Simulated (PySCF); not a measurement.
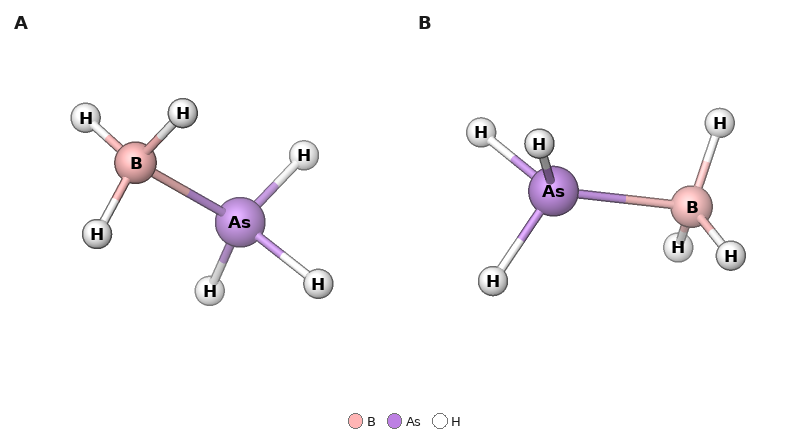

Distant atoms are faded towards the background colour. Computed geometry: PBE0-D3(BJ)/def2-SVP optimisation. No frequency run is at hand to confirm it as a minimum.

Q: Can A be turned into B by a rotation alone?

A: Yes. They are the same structure, AsBH6, seen from two directions. With point group C3v it is achiral, so its mirror image would be the same too.
